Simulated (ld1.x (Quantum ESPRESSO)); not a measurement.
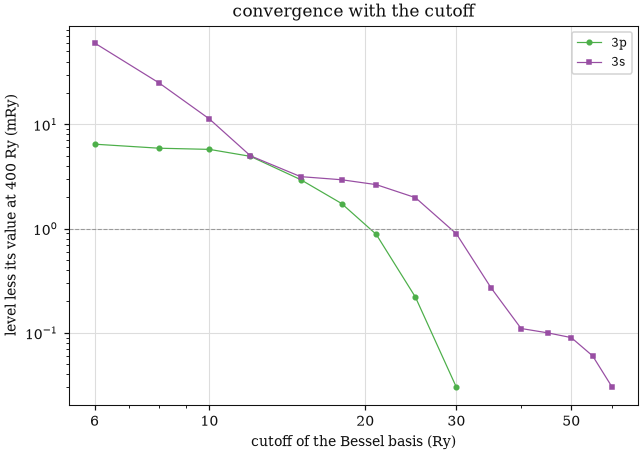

The pseudo-atom Hamiltonian at the reference potential is diagonalised in spherical Bessel functions (20 bohr box) up to the cutoff. Curves: distance of each valence level from its value at 400 Ry.

Input of ld1.x (Quantum ESPRESSO) 7.5:

```
&input
   title='Si', zed=14., rel=1, dft='PBE', iswitch=3,
   config='[Ne] 3s2 3p2 3d-2',
   nld=3, rlderiv=2.35, eminld=-3.0, emaxld=5.0, deld=0.02
 /
 &inputp
   pseudotype=2, tm=.false., lloc=0,
   nlcc=.true., rcore=0.86,
   file_pseudopw='Si.UPF', file_wfcaegen='ae.wfc', file_wfcncgen='nc.wfc', file_beta='beta', file_chi='chi'
 /
3
3P  2  1   2.00   0.00  2.15  2.15  0.0
3D  3  2  -2.00   0.25  1.80  1.80  0.0
3S  1  0   2.00   0.00  1.95  1.95  0.0
 &test
   configts(1)='3s2 3p2'
 /
```

Launched with:
```bash
ld1.x < Si.in > Si.out
```

Functional and relativity: PBE, scalar-relativistic.

Question: What cutoffs are needed for 10 mRy and 1 mRy in the sum of levels?

Answer: 18 Ry and 35 Ry, on the ladder of cutoffs that was run.

Question: Which occupied shell is the hardest?

Answer: 3s: its level needs 30 Ry to come within 1 mRy, against 21 Ry for 3p.

Question: At which cutoff does each level come within 1 mRy for good?

Answer: 3p: 21 Ry; 3s: 30 Ry.
